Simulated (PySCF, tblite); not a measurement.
# C₆H₁₅B₂FO: geometry, infrared bands and NMR shifts

What infrared bands and NMR shifts should C₆H₁₅B₂FO (`COB(CBF)C(C)(C)C`) show?

The runs use tblite 0.8.0 and PySCF 2.14.0, with density-fitted response routines of our own; the level of theory stands in each step. All values are computed, except where a source is named. Atoms count from 0, in the outputs and in this text.

### 1 Starting geometry

25 atoms, charge 0, multiplicity 1; geometry from: force field or distance geometry start.

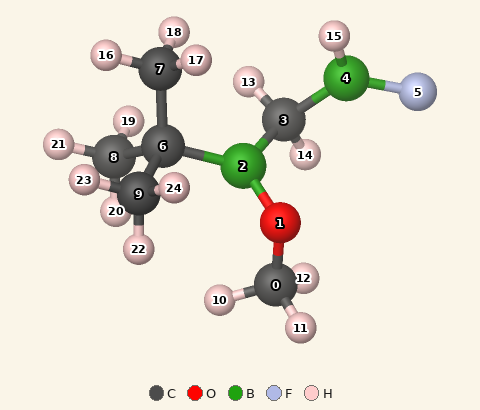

The starting geometry (carbon dark grey, oxygen red, boron green, fluorine light blue, hydrogen pink), atoms numbered.

### 2 Relaxing the molecule with GFN2-xTB

Job settings and geometry (Å):

```
{"job": {"kind": "relax", "xc": "GFN2-xTB", "basis": "xTB"}, "charge": 0, "multiplicity": 1}
C      1.866000    -1.926800    -0.348400
O      1.364600    -1.102500     0.681600
B      0.603100     0.001000     0.107400
C      1.369100     1.341800    -0.342300
B      2.006000     2.031400     0.949500
F      3.434800     2.186700     1.042300
C     -1.026200    -0.084900     0.008700
C     -1.652100     1.084600     0.800200
C     -1.457100    -0.022100    -1.462000
C     -1.525200    -1.416700     0.627100
H      1.036100    -2.334200    -0.985300
H      2.376900    -2.793600     0.108000
H      2.597100    -1.380700    -0.963100
H      0.687000     2.050800    -0.827700
H      2.168200     1.080200    -1.051800
H      1.307600     2.430000     1.823100
H     -2.766300     1.011500     0.778800
H     -1.331400     1.058800     1.858300
H     -1.378500     2.064000     0.362800
H     -1.155400     0.946400    -1.920500
H     -1.008500    -0.840600    -2.043500
H     -2.568100    -0.102600    -1.545700
H     -1.118400    -2.280200     0.074000
H     -2.637200    -1.478000     0.589400
H     -1.203000    -1.500100     1.688200
```

Command:

```bash
> OMP_NUM_THREADS=1 python probes_run.py task.json out
```

One launch serves the whole session: the jobs run in the order shown.

**Question.** This job is followed by: GFN2-xTB harmonic vibrations, gas phase; GIAO PBE0/pcSseg-1 NMR shielding, non-relativistic, gas phase. Predict these results of the whole session: strongest single infrared mode (GFN2-xTB); zero-point energy (GFN2-xTB); 13C shifts against TMS (PBE0/pcSseg-1, means over atoms taken as alike); 1H shifts against TMS (PBE0/pcSseg-1, means over atoms taken as alike); 17O shifts against H2O (PBE0/pcSseg-1); 11B shifts against BF3·OEt2 (PBE0/pcSseg-1); 19F shifts against CFCl3 (PBE0/pcSseg-1).

As calculated:

| quantity | value |
| --- | --- |
| strongest single infrared mode (GFN2-xTB) | 1333 cm⁻¹, 351 km/mol |
| zero-point energy (GFN2-xTB) | 130.6 kcal/mol |
| 13C shifts against TMS (PBE0/pcSseg-1, means over atoms taken as alike) | 56.2, 28.7, 27.4, 25.6 ppm |
| 1H shifts against TMS (PBE0/pcSseg-1, means over atoms taken as alike) | 5.56, 4.23, 1.55, 0.90 ppm |
| 17O shifts against H2O (PBE0/pcSseg-1) | 175.1 ppm |
| 11B shifts against BF3·OEt2 (PBE0/pcSseg-1) | 54.8, 48.2 ppm |
| 19F shifts against CFCl3 (PBE0/pcSseg-1) | -9.1 ppm |

What this shows: The optimisation took 209 steps and gained 1.312 eV; among the close pairs (by a distance rule), O1–B2 changed most, from 1.459 to 1.326 Å. No mode is imaginary among the 69: a minimum at this level. The strongest single mode, at 1333 cm⁻¹, moves mainly B2 and O1. Unscaled tight-binding wavenumbers are off by several per cent, some by more. Its intensities can rank the bands wrongly. C0 (methyl carbon bonded to O) lies farthest downfield among carbon, at 56.2 ppm; pulled downfield by the heteroatom. At PBE0/pcSseg-1: Shielding is most anisotropic at F5 (span 480 ppm, paramagnetic term -286 ppm).
